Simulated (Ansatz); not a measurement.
# Cl₂FH₃MoO₃: single points with varied inputs

Aim: run Cl₂FH₃MoO₃ under a spread of inputs, and see what each costs and gives.

Computed with Ansatz 0.2.0, Gaussian basis. Level: the settings change from run to run.

### Step 1. The geometry

The structure was relaxed beforehand with PBE0-D4 in a triple-zeta def2 set. Mo takes a core potential in def2 sets; no spin-orbit term is included.

10 atoms, charge 0, spin multiplicity 1.

Atoms are counted from 1 here; the program's logs count them from 0.

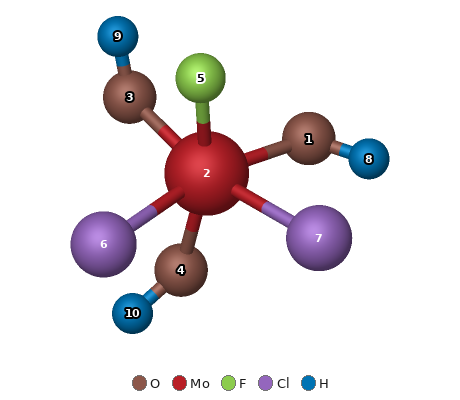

The structure; oxygen brown, molybdenum red, fluorine green, chlorine purple, hydrogen blue; atoms are numbered from 1 in the order of the file.

Coordinates:

```
atom    x (Å)    y (Å)    z (Å)
  O1  -0.7338  -1.6080  -0.2691
 Mo2  -0.0794   0.0884   0.0457
  O3   1.1556  -0.4944   1.3004
  O4   1.1643  -0.0002  -1.3043
  F5  -1.0439   0.5224   1.5833
 Cl6   0.3875   2.3709  -0.0130
 Cl7  -2.0121   0.6660  -1.1728
  H8  -1.5066  -1.7519  -0.8294
  H9   0.9107  -0.5017   2.2342
 H10   1.7577   0.7084  -1.5748
```

### Step 2. CAM-B3LYP/def2-mTZVP

Options: multiplicity 3, density fitting with def2-universal-jkfit, D4 dispersion.

Contents of in.yaml:

```yaml
crystal:
  periodic: [false, false, false]
  atoms:
    - {symbol: O, position_ang: [-0.733822, -1.607971, -0.269126]}
    - {symbol: Mo, position_ang: [-0.079441, 0.088389, 0.045661]}
    - {symbol: O, position_ang: [1.155558, -0.494377, 1.300387]}
    - {symbol: O, position_ang: [1.164347, -0.000184, -1.304275]}
    - {symbol: F, position_ang: [-1.043893, 0.522420, 1.583252]}
    - {symbol: Cl, position_ang: [0.387534, 2.370891, -0.013041]}
    - {symbol: Cl, position_ang: [-2.012067, 0.666026, -1.172796]}
    - {symbol: H, position_ang: [-1.506630, -1.751890, -0.829430]}
    - {symbol: H, position_ang: [0.910747, -0.501740, 2.234202]}
    - {symbol: H, position_ang: [1.757676, 0.708427, -1.574834]}
basis:
  gaussian: {orbitals: def2-mTZVP, fitting: {mean_field: def2-universal-jkfit}}
magnetization: {spin_polarized: true, initial_magnetization: 2}
hamiltonian: {xc: {name: CAM-B3LYP}, dispersion: d4}
```

On the command line:

```bash
ansatz run in.yaml --threads 4 --pin off --events-out ev --progress --plain --max-ram 11315MiB
```

Log:

```text
Functional definition: CAM-B3LYP
  name "CAM-B3LYP"
  cite "Yanai, Tew & Handy, Chem. Phys. Lett. 393, 51 (2004) doi:10.1016/j.cplett.2004.06.011"
  cite "Iikura, Tsuneda, Yanai & Hirao, J. Chem. Phys. 115, 3540 (2001) doi:10.1063/1.1383587"
  cite "Becke, Phys. Rev. A 38, 3098 (1988) doi:10.1103/PhysRevA.38.3098"
  cite "Lee, Yang & Parr, Phys. Rev. B 37, 785 (1988) doi:10.1103/PhysRevB.37.785"
  cite "Vosko, Wilk & Nusair, Can. J. Phys. 58, 1200 (1980) doi:10.1139/p80-159"
  parameter alpha = 0.19
  parameter beta = 0.46
  parameter omega = 0.33/bohr
  parameter ac = 0.81
  # Exact exchange under (alpha + beta erf(omega r))/r, Becke's under what is left of 1/r.
  exchange = (1 - alpha - beta)*b88_x + beta*b88_x_sr(omega) + alpha*exact_x + beta*exact_x_lr(omega)
  correlation = (1 - ac)*vwn5_c + ac*lyp_c
873 factors; integrals over basis functions are off by at most 1.6e0 eV
873 factors; integrals over basis functions are off by at most 2.0e-5 eV
mean field evaluation 1: about -35793.3483 eV, gradient 7.4e1 eV
mean field evaluation 2: about -35676.9602 eV, gradient 1.9e2 eV
mean field evaluation 4: about -35810.5021 eV, gradient 1.2e1 eV
mean field evaluation 8: about -35810.9350 eV, gradient 2.2e-1 eV
mean field evaluation 16: about -35810.9414 eV, gradient 3.7e-2 eV
mean field evaluation 32: about -35810.9421 eV, gradient 5.4e-4 eV
mean field evaluation 64: about -35810.5396 eV, gradient 3.2e0 eV
mean field -35810.94206787 eV, -1316.0278474660 hartree, gradient 2.0e-5 eV, S^2 2.010156; 6 other end points of the search recorded, 0 dependent functions left out
reference -35810.94222866 eV, -1316.0278533749 hartree; 43, 41 occupied and 134, 136 virtual orbitals, 873 factors
Total energy: -35811.24622052 eV, -1316.0390248696 hartree
```

Wall time 21 s (4 threads of Arm Neoverse V2, shared host); peak memory 1.1 GiB.

⟨S²⟩ 2.010.

### Step 3. revPBE0/def2-TZVP

This run has a point charge of -1.00 e beside it, D3(BJ) dispersion, high accuracy.

Changes to in.yaml since step 2:

```diff
@@ -14,4 +14,4 @@
 basis:
-  gaussian: {orbitals: def2-mTZVP, fitting: {mean_field: def2-universal-jkfit}}
-magnetization: {spin_polarized: true, initial_magnetization: 2}
-hamiltonian: {xc: {name: CAM-B3LYP}, dispersion: d4}
+  gaussian: {orbitals: def2-TZVP, point_charges: [{charge: -1.00, position_ang: [5.092, -0.928, -0.223]}]}
+hamiltonian: {xc: {name: revPBE0}, dispersion: d3bj}
+accuracy: high
```

The command is unchanged.

Log, shortened:

```text
Functional definition: revPBE0
  name "revPBE0"
  cite "Zhang & Yang, Phys. Rev. Lett. 80, 890 (1998) doi:10.1103/PhysRevLett.80.890"
  cite "Adamo & Barone, J. Chem. Phys. 110, 6158 (1999) doi:10.1063/1.478522"
  cite "Perdew, Burke & Ernzerhof, Phys. Rev. Lett. 77, 3865 (1996) doi:10.1103/PhysRevLett.77.3865"
[...]
4574 factors; integrals over basis functions are off by at most 2.4e-8 eV
[...]
mean field -35809.44151186 eV, -1315.9727030497 hartree, gradient 2.8e-8 eV, S^2 0.000000; 0 other end points of the search recorded, 0 dependent functions left out
reference -35809.44151842 eV, -1315.9727032905 hartree; 42, 42 occupied and 214, 214 virtual orbitals, 4574 factors
Total energy: -35810.16763098 eV, -1315.9993874352 hartree
```

It took 18 s on 4 threads of Arm Neoverse V2, shared host; peak memory 2.1 GiB.

### Step 4. B3LYP/def2-mTZVPP

Changes to in.yaml since step 3:

```diff
@@ -14,4 +14,3 @@
 basis:
-  gaussian: {orbitals: def2-TZVP, point_charges: [{charge: -1.00, position_ang: [5.092, -0.928, -0.223]}]}
-hamiltonian: {xc: {name: revPBE0}, dispersion: d3bj}
-accuracy: high
+  gaussian: {orbitals: def2-mTZVPP}
+hamiltonian: {xc: {name: B3LYP}}
```

Launched as before.

Log, shortened:

```text
Functional definition: B3LYP
  name "B3LYP"
  cite "Stephens, Devlin, Chabalowski & Frisch, J. Phys. Chem. 98, 11623 (1994) doi:10.1021/j100096a001"
  cite "Becke, Phys. Rev. A 38, 3098 (1988) doi:10.1103/PhysRevA.38.3098"
  cite "Lee, Yang & Parr, Phys. Rev. B 37, 785 (1988) doi:10.1103/PhysRevB.37.785"
  cite "Vosko, Wilk & Nusair, Can. J. Phys. 58, 1200 (1980) doi:10.1139/p80-159"
[...]
1679 factors; their error is unknown
[...]
mean field -35818.30904981 eV, -1316.2985790585 hartree, gradient 1.9e-5 eV, S^2 0.000000; 0 other end points of the search recorded, 0 dependent functions left out
reference -35818.30937202 eV, -1316.2985908996 hartree; 42, 42 occupied and 156, 156 virtual orbitals, 1679 factors
Total energy: -35818.30937202 eV, -1316.2985908996 hartree
```

Wall time 3.5 s (4 threads of Arm Neoverse V2, shared host); peak memory 0.58 GiB.

### Step 5. SVWN5/def2-TZVPP

Options: high accuracy.

Changes to in.yaml since step 4:

```diff
@@ -14,3 +14,4 @@
 basis:
-  gaussian: {orbitals: def2-mTZVPP}
-hamiltonian: {xc: {name: B3LYP}}
+  gaussian: {orbitals: def2-TZVPP}
+hamiltonian: {xc: {name: SVWN5}}
+accuracy: high
```

Launched as before.

Log:

```text
Functional definition: SVWN5
  name "SVWN5"
  cite "Dirac, Proc. Camb. Phil. Soc. 26, 376 (1930) doi:10.1017/S0305004100016108"
  cite "Slater, Phys. Rev. 81, 385 (1951) doi:10.1103/PhysRev.81.385"
  cite "Vosko, Wilk & Nusair, Can. J. Phys. 58, 1200 (1980) doi:10.1139/p80-159"
  exchange = slater_x
  correlation = vwn5_c
5328 factors; integrals over basis functions are off by at most 5.1e-8 eV
mean field evaluation 1: about -35652.4579 eV, gradient 1.2e2 eV
mean field evaluation 2: about -35278.4583 eV, gradient 4.2e2 eV
mean field evaluation 4: about -35659.2632 eV, gradient 9.5e1 eV
mean field evaluation 8: about -35675.5370 eV, gradient 5.9e0 eV
mean field evaluation 16: about -35675.5981 eV, gradient 2.6e-3 eV
mean field evaluation 32: about -35675.5981 eV, gradient 5.0e-7 eV
mean field -35675.59808949 eV, -1311.0540480000 hartree, gradient 6.7e-8 eV, S^2 0.000000; 0 other end points of the search recorded, 0 dependent functions left out
reference -35675.59809616 eV, -1311.0540482449 hartree; 42, 42 occupied and 264, 264 virtual orbitals, 5328 factors
Total energy: -35675.59809616 eV, -1311.0540482449 hartree
```

It took 16 s on 4 threads of Arm Neoverse V2, shared host; peak memory 2.7 GiB.

### Step 6. B3LYP/def2-TZVPD

Set apart from the defaults: coordinates scaled by 1.25.

Contents of in.yaml:

```yaml
crystal:
  periodic: [false, false, false]
  atoms:
    - {symbol: O, position_ang: [-0.917277, -2.009963, -0.336408]}
    - {symbol: Mo, position_ang: [-0.099301, 0.110486, 0.057076]}
    - {symbol: O, position_ang: [1.444447, -0.617971, 1.625484]}
    - {symbol: O, position_ang: [1.455434, -0.000230, -1.630344]}
    - {symbol: F, position_ang: [-1.304866, 0.653025, 1.979065]}
    - {symbol: Cl, position_ang: [0.484417, 2.963614, -0.016301]}
    - {symbol: Cl, position_ang: [-2.515084, 0.832533, -1.465995]}
    - {symbol: H, position_ang: [-1.883288, -2.189863, -1.036787]}
    - {symbol: H, position_ang: [1.138434, -0.627175, 2.792753]}
    - {symbol: H, position_ang: [2.197096, 0.885533, -1.968542]}
basis:
  gaussian: {orbitals: def2-TZVPD}
hamiltonian: {xc: {name: B3LYP}}
output: {forces: true}
```

The command is unchanged.

Log, shortened:

```text
Functional definition: B3LYP
  name "B3LYP"
  cite "Stephens, Devlin, Chabalowski & Frisch, J. Phys. Chem. 98, 11623 (1994) doi:10.1021/j100096a001"
  cite "Becke, Phys. Rev. A 38, 3098 (1988) doi:10.1103/PhysRevA.38.3098"
  cite "Lee, Yang & Parr, Phys. Rev. B 37, 785 (1988) doi:10.1103/PhysRevB.37.785"
  cite "Vosko, Wilk & Nusair, Can. J. Phys. 58, 1200 (1980) doi:10.1139/p80-159"
[...]
1865 factors; their error is unknown
[...]
mean field -35808.23809746 eV, -1315.9284783862 hartree, gradient 9.4e-6 eV, S^2 0.000000; 0 other end points of the search recorded, 0 dependent functions left out
[...]
reference -35808.23850195 eV, -1315.9284932510 hartree; 42, 42 occupied and 277, 277 virtual orbitals, 1865 factors
Total energy: -35808.23850195 eV, -1315.9284932510 hartree
Atom 0 at    -0.917277    -2.009963    -0.336408 Å, force    -2.464255     3.129184    -2.216090 eV/Å
Atom 1 at    -0.099301     0.110486     0.057076 Å, force     0.730295    -1.465733     1.018674 eV/Å
Atom 2 at     1.444447    -0.617971     1.625484 Å, force    -3.978883     1.246354     2.003367 eV/Å
Atom 3 at     1.455434    -0.000230    -1.630344 Å, force     0.126095     3.774153     1.733471 eV/Å
Atom 4 at    -1.304866     0.653025     1.979065 Å, force     2.307795    -0.990760    -3.564758 eV/Å
Atom 5 at     0.484417     2.963614    -0.016301 Å, force    -0.581145    -2.773259    -0.007125 eV/Å
Atom 6 at    -2.515084     0.832533    -1.465995 Å, force     2.207809    -0.708271     1.416745 eV/Å
Atom 7 at    -1.883288    -2.189863    -1.036787 Å, force     4.336785     1.311705     3.093517 eV/Å
Atom 8 at     1.138434    -0.627175     2.792753 Å, force     0.914148     0.216706    -5.395703 eV/Å
Atom 9 at     2.197096     0.885533    -1.968542 Å, force    -3.598644    -3.740079     1.917903 eV/Å
Dipole moment:     0.490820    -0.466773    -0.196779 e Å
```

Wall time 12 s (4 threads of Arm Neoverse V2, shared host); peak memory 1.4 GiB.

Largest force 5.533 eV/Å, dipole 3.39 D.

### Step 7. PBEsol/def2-TZVPD

This run has finite nuclei.

Contents of in.yaml:

```yaml
crystal:
  periodic: [false, false, false]
  atoms:
    - {symbol: O, position_ang: [-0.733822, -1.607971, -0.269126]}
    - {symbol: Mo, position_ang: [-0.079441, 0.088389, 0.045661]}
    - {symbol: O, position_ang: [1.155558, -0.494377, 1.300387]}
    - {symbol: O, position_ang: [1.164347, -0.000184, -1.304275]}
    - {symbol: F, position_ang: [-1.043893, 0.522420, 1.583252]}
    - {symbol: Cl, position_ang: [0.387534, 2.370891, -0.013041]}
    - {symbol: Cl, position_ang: [-2.012067, 0.666026, -1.172796]}
    - {symbol: H, position_ang: [-1.506630, -1.751890, -0.829430]}
    - {symbol: H, position_ang: [0.910747, -0.501740, 2.234202]}
    - {symbol: H, position_ang: [1.757676, 0.708427, -1.574834]}
basis:
  gaussian: {orbitals: def2-TZVPD, nuclear_model: gaussian}
hamiltonian: {xc: {name: PBEsol}}
output: {forces: true}
```

Launched as before.

Log, shortened:

```text
Functional definition: PBEsol
  name "PBEsol"
  cite "Perdew et al., Phys. Rev. Lett. 100, 136406 (2008) doi:10.1103/PhysRevLett.100.136406"
  cite "Perdew, Burke & Ernzerhof, Phys. Rev. Lett. 77, 3865 (1996) doi:10.1103/PhysRevLett.77.3865"
  parent pbesol
[...]
1770 factors; their error is unknown
[...]
mean field -35732.90049883 eV, -1313.1598727020 hartree, gradient 1.8e-5 eV, S^2 0.000000; 0 other end points of the search recorded, 0 dependent functions left out
[...]
reference -35732.90058519 eV, -1313.1598758757 hartree; 42, 42 occupied and 277, 277 virtual orbitals, 1770 factors
Total energy: -35732.90058519 eV, -1313.1598758757 hartree
Atom 0 at    -0.733822    -1.607971    -0.269126 Å, force     0.395749    -0.443300     0.312323 eV/Å
Atom 1 at    -0.079441     0.088389     0.045661 Å, force    -0.402672     0.554801    -0.050607 eV/Å
Atom 2 at     1.155558    -0.494377     1.300387 Å, force     0.570326    -0.201543    -0.299473 eV/Å
Atom 3 at     1.164347    -0.000184    -1.304275 Å, force     0.010198    -0.548325    -0.248328 eV/Å
Atom 4 at    -1.043893     0.522420     1.583252 Å, force    -0.192619     0.089091     0.296665 eV/Å
Atom 5 at     0.387534     2.370891    -0.013041 Å, force     0.034622     0.095912    -0.003998 eV/Å
Atom 6 at    -2.012067     0.666026    -1.172796 Å, force    -0.070958     0.000313    -0.054030 eV/Å
Atom 7 at    -1.506630    -1.751890    -0.829430 Å, force    -0.558617    -0.058995    -0.402529 eV/Å
Atom 8 at     0.910747    -0.501740     2.234202 Å, force    -0.185113     0.009210     0.628112 eV/Å
Atom 9 at     1.757676     0.708427    -1.574834 Å, force     0.399083     0.502837    -0.178136 eV/Å
Dipole moment:     0.375775    -0.408080     0.003904 e Å
```

It took 5.5 s on 4 threads of Arm Neoverse V2, shared host; peak memory 0.64 GiB.

Largest force 0.691 eV/Å, dipole 2.66 D.

### Step 8. HSE06/def2-mTZVPP

Changes to in.yaml since step 7:

```diff
@@ -14,4 +14,3 @@
 basis:
-  gaussian: {orbitals: def2-TZVPD, nuclear_model: gaussian}
-hamiltonian: {xc: {name: PBEsol}}
-output: {forces: true}
+  gaussian: {orbitals: def2-mTZVPP}
+hamiltonian: {xc: {name: HSE06}}
```

Launched as before.

Log, shortened:

```text
Functional definition: HSE06
  name "HSE06"
  cite "Heyd, Scuseria & Ernzerhof, J. Chem. Phys. 118, 8207 (2003) doi:10.1063/1.1564060"
  cite "Krukau, Vydrov, Izmaylov & Scuseria, J. Chem. Phys. 125, 224106 (2006) doi:10.1063/1.2404663"
  cite "Heyd & Scuseria, J. Chem. Phys. 120, 7274 (2004) doi:10.1063/1.1668634"
  cite "Ernzerhof & Perdew, J. Chem. Phys. 109, 3313 (1998) doi:10.1063/1.476928"
  cite "Perdew, Burke & Ernzerhof, Phys. Rev. Lett. 77, 3865 (1996) doi:10.1103/PhysRevLett.77.3865"
  parent pbe
[...]
  # The whole range is PBE's own exchange, as in plane waves. The composition of these papers is wPBEh.
[...]
1710 factors; their error is unknown
128 factors; integrals over basis functions are off by at most 3.7e-7 eV
[...]
mean field -35798.25679308 eV, -1315.5616722159 hartree, gradient 4.2e-5 eV, S^2 0.000000; 0 other end points of the search recorded, 0 dependent functions left out
reference -35798.25686002 eV, -1315.5616746756 hartree; 42, 42 occupied and 156, 156 virtual orbitals, 1710 factors
Total energy: -35798.25686002 eV, -1315.5616746756 hartree
```

It took 3.5 s on 4 threads of Arm Neoverse V2, shared host; peak memory 0.62 GiB.

### Step 9. All runs side by side

| level | charge | multiplicity | geometry | functions | energy (eV) | time |
| --- | --- | --- | --- | --- | --- | --- |
| CAM-B3LYP/def2-mTZVP | 0 | 3 | relaxed | 177 | -35811.246 | 21 s |
| revPBE0/def2-TZVP | 0 | 1 | relaxed, point charge | 256 | -35810.168 | 18 s |
| B3LYP/def2-mTZVPP | 0 | 1 | relaxed | 198 | -35818.309 | 3.5 s |
| SVWN5/def2-TZVPP | 0 | 1 | relaxed | 306 | -35675.598 | 16 s |
| B3LYP/def2-TZVPD | 0 | 1 | scaled | 319 | -35808.239 | 12 s |
| PBEsol/def2-TZVPD | 0 | 1 | relaxed | 319 | -35732.901 | 5.5 s |
| HSE06/def2-mTZVPP | 0 | 1 | relaxed | 198 | -35798.257 | 3.5 s |

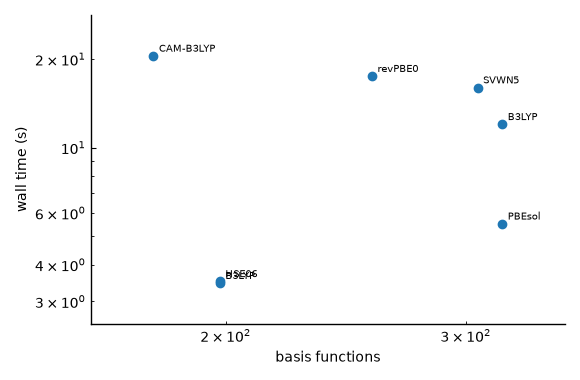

Wall time against the number of basis functions (shared host).

### Step 10. Outcome

| quantity | value |
| --- | --- |
| runs | 7 |
| quickest | B3LYP/def2-mTZVPP, 3.5 s |
| slowest | CAM-B3LYP/def2-mTZVP, 21 s |
| spread of total energies, same state and geometry | 142.7 eV |

**Reading.** Run time spans a factor of 6, from B3LYP/def2-mTZVPP to CAM-B3LYP/def2-mTZVP. The jobs differ in tasks and options as well as level. The totals spread over 143 eV; they can't be compared across methods or bases. At the PBE0-D4/def2-TZVP geometry and in the same state, the sound runs without point charges leave forces up to 0.69 eV/Å (PBEsol/def2-TZVPD), against 5.5 eV/Å where the atoms were moved.
